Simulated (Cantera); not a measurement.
Input: 1 mol SiO₂, 24 mol HF, 0.085 mol O₂, equilibrated at 0.000200 bar.

Cantera equilibrium calculation (NASA polynomials, part measured and part estimated; ideal gas, pure solids and liquids). Candidate condensed phases: H₂O, Si, SiO₂; 38 gas species. The tables' values for SiF₃, SiO₂ are old estimates; treat these amounts as uncertain. The tables hold silica as quartz up to 1696 K and as liquid above; real silica turns to tridymite and cristobalite and melts near 1996 K. The numbers say what is thermodynamically allowed, not how fast it happens.

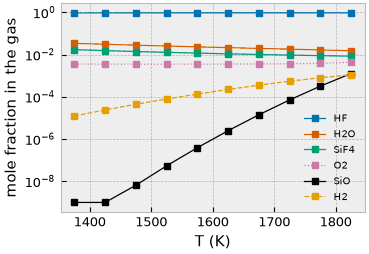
Equilibrium gas composition (values under 1e-9 drawn at 1e-9)

From 1375 K to 1675 K the condensed part is SiO₂(β-quartz). From 1725 K to 1825 K the condensed part is SiO₂(condensed). The main Si-bearing gas is SiF₄ throughout. The share of Si in condensed phases is highest at 1775 K (77.4 %) and lowest at 1375 K (59.1 %).
